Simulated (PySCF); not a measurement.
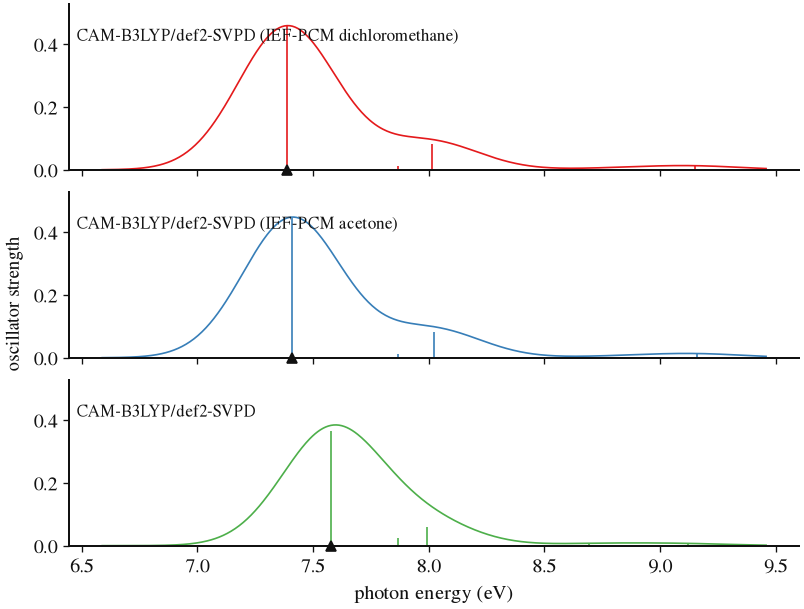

Vertical TDDFT spectra of C₃H₄F₂, SMILES C=CC(F)F at one geometry and several levels (PySCF 2.14.0, at a PBE0-D3(BJ)/def2-SVP geometry (no frequency check)); sticks with Gaussians of 1/e half-width 0.30 eV, the triangle marks S1, which has the same leading orbital pair at all these levels. Only the lowest states were computed, so the high end is incomplete.

Q: Order the levels by their S1 energy.

A: From lowest to highest: CAM-B3LYP/def2-SVPD (IEF-PCM dichloromethane) 7.39 eV, CAM-B3LYP/def2-SVPD (IEF-PCM acetone) 7.41 eV, CAM-B3LYP/def2-SVPD 7.58 eV; a spread of 0.19 eV.

Caveats, for all or some of the runs: core orbitals are frozen in the response; one conformer of a flexible molecule.
